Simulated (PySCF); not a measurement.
# F4Ge: the cost of one run

Programs: PySCF 2.14.0, with density-fitted response routines of our own. Each step states its level of theory. These are calculated values for one molecule in the gas phase, unless marked as measured. Atoms are numbered from 0 throughout.

## (1) The molecule as given

5 atoms, charge 0, multiplicity 1; geometry from: GFN2-xTB. The atoms were then displaced at random by about 0.03 Å, so the start is not that level's minimum.

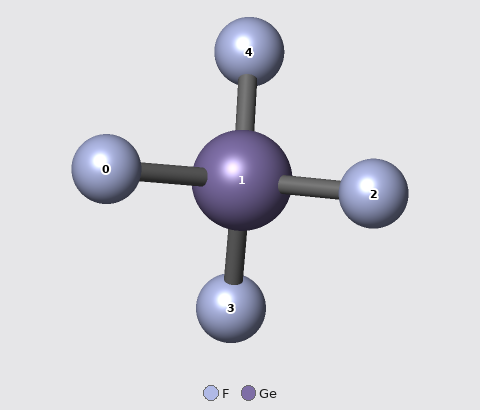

As it starts; fluorine light blue, germanium purple, atoms numbered.

## (2) Geometry optimisation at PBE0-D3(BJ)/def2-SVP

What the job is given:

```
{"job": {"xc": "PBE0", "basis": "def2-SVP", "d3": "d3bj", "grid": 1, "shake": 0.03, "kind": "geom"}, "charge": 0, "multiplicity": 1}
F      1.336450    -1.159010    -0.081590
Ge    -0.013700    -0.012500    -0.013890
F      0.546080     1.554430    -0.033230
F     -0.907370    -0.198580    -1.335460
F     -0.869360    -0.289110     1.367680
```

On the command line:

```console
> OMP_NUM_THREADS=1 python probes_run.py task.json out
```

This one command runs all jobs of the session in turn.

**Question.** How long does this first job take on 1 thread of Intel Xeon 6975P-C, shared host, and how much memory does it need?

About 11 s, with a peak of 0.35 GiB.
